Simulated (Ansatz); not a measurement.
# BNH6 (B(NH3)H3): B2PLYP/STO-3G

Aim: the vertical singlet–triplet gap of BNH6 (B(NH3)H3) at B2PLYP/STO-3G, from 2 runs. 

The calculation is run with Ansatz 0.2.0.

57 further runs of the same task are left out: 57 set aside as unsound or not needed.

### 1 Starting point

The species is BNH6 (8 atoms), meant as a singlet with charge 0. As SMILES, `[H]B([H])([H])<-N`. Geometry: relaxed at GFN2-xTB.

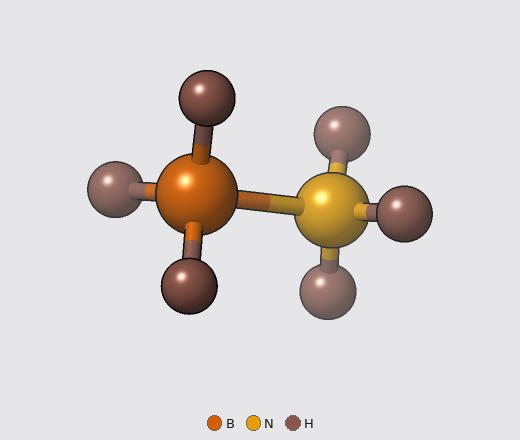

Viewed from a chosen angle; boron orange, nitrogen amber, hydrogen brown.

### 2 The energy at B2PLYP/STO-3G

The input, run.yaml:

```yaml
crystal:
  periodic: [false, false, false]
  atoms:
    - {symbol: B, position_ang: [-0.002200, 0.002970, -0.830690]}
    - {symbol: N, position_ang: [0.002130, -0.003040, 0.827960]}
    - {symbol: H, position_ang: [-0.956060, 0.034440, 1.153510]}
    - {symbol: H, position_ang: [0.515830, 0.807160, 1.152720]}
    - {symbol: H, position_ang: [0.449590, -0.854150, 1.146140]}
    - {symbol: H, position_ang: [1.143350, -0.032090, -1.152840]}
    - {symbol: H, position_ang: [-0.545010, 1.015160, -1.144860]}
    - {symbol: H, position_ang: [-0.607620, -0.970450, -1.151930]}
basis:
  gaussian:
    orbitals: STO-3G
magnetization:
  spin_polarized: false
hamiltonian:
  xc: {name: B2PLYP}
correlation:
  frozen_orbitals: {B: 1, H: 0, "N": 1}
accuracy: high
```

Launch:

```sh
ansatz run run.yaml --threads 1 --pin off --max-ram 2610MiB --events-out events.jsonl --progress --plain --runs-dir runs
```

The log of the run:

```text
Warning: RAYON_NUM_THREADS=1 ignored (pool sized by the plan → 1); use --threads N
Functional definition: B2PLYP
  name "B2PLYP"
  parameter a = 0.53
  parameter c = 0.27
  exchange = (1 - a)*b88_x + a*exact_x
  correlation = (1 - c)*lyp_c + c*(mp2_os + mp2_ss)
276 factors; integrals over basis functions are off by at most 1.2e-8 eV
mean field evaluation 1: about -2229.9949 eV, gradient 1.1e1 eV
mean field evaluation 2: about -2230.0078 eV, gradient 1.1e1 eV
mean field evaluation 4: about -2230.5772 eV, gradient 1.3e0 eV
mean field evaluation 8: about -2230.5817 eV, gradient 1.2e-3 eV
mean field -2230.58174040 eV, -81.9723670172 hartree, gradient 3.2e-8 eV, S^2 0.000000; 0 other end points of the search recorded, 0 dependent functions left out
2 core orbitals not correlated: weight in the atoms' cores, before any rotation towards them, 1.000 or more for the frozen orbitals, at most 0.000 for the correlated occupied ones
reference -2230.58175853 eV, -81.9723676835 hartree; 7, 7 occupied and 7, 7 virtual orbitals, 276 factors
second order -3.32575491 eV of doubles, -0.00000000 eV of singles
Total energy: -2231.47971236 eV, -82.0053668779 hartree
```

Run time: 1.7 s. Hardware: 1 thread of Arm Neoverse V1, shared host; peak memory 0.099 GiB.

### 3 The triplet

The input, in.yaml:

```yaml
crystal:
  periodic: [false, false, false]
  atoms:
    - symbol: B
      position_ang: [-0.002200, 0.002970, -0.830690]
    - symbol: N
      position_ang: [0.002130, -0.003040, 0.827960]
    - symbol: H
      position_ang: [-0.956060, 0.034440, 1.153510]
    - symbol: H
      position_ang: [0.515830, 0.807160, 1.152720]
    - symbol: H
      position_ang: [0.449590, -0.854150, 1.146140]
    - symbol: H
      position_ang: [1.143350, -0.032090, -1.152840]
    - symbol: H
      position_ang: [-0.545010, 1.015160, -1.144860]
    - symbol: H
      position_ang: [-0.607620, -0.970450, -1.151930]
basis:
  gaussian:
    orbitals: STO-3G
magnetization:
  spin_polarized: true
  initial_magnetization: 2
hamiltonian:
  xc: {name: B2PLYP}
correlation:
  frozen_orbitals: {B: 1, H: 0, "N": 1}
accuracy: high
```

Launch:

```sh
ansatz run in.yaml --threads 1 --pin off --max-ram 2610MiB --events-out events.jsonl --progress --plain --runs-dir runs
```

The log of the run, shortened:

```text
Warning: RAYON_NUM_THREADS=1 ignored (pool sized by the plan → 1); use --threads N
[... 2 set-up lines as earlier in the session ...]
[...]
276 factors; integrals over basis functions are off by at most 1.2e-8 eV
[...]
mean field -2217.06174608 eV, -81.4755163900 hartree, gradient 4.5e-8 eV, S^2 2.005141; 4 other end points of the search recorded, 0 dependent functions left out
2 core orbitals not correlated: weight in the atoms' cores, before any rotation towards them, 1.000 or more for the frozen orbitals, at most 0.000 for the correlated occupied ones
reference -2217.06176388 eV, -81.4755170441 hartree; 8, 6 occupied and 6, 8 virtual orbitals, 276 factors
second order -3.20456670 eV of doubles, -0.00000000 eV of singles
Total energy: -2217.92699689 eV, -81.5073137707 hartree
```

Run time: 7.8 s. Hardware: 1 thread of Arm Neoverse V1, shared host; peak memory 0.14 GiB.

### 4 What came out

Level: B2PLYP/STO-3G, 2 core orbitals frozen.

```
                                        quantity         value
                           singlet: total energy  -82.00537 Eh
                           triplet: total energy  -81.50731 Eh
                                   triplet: ⟨S²⟩         2.005
vertical energy of the triplet above the singlet     13.553 eV
```

In words: At this shape the triplet lies 13.55 eV (313 kcal/mol) above the singlet. In a minimal basis such a difference can be off by several eV, whatever the method.
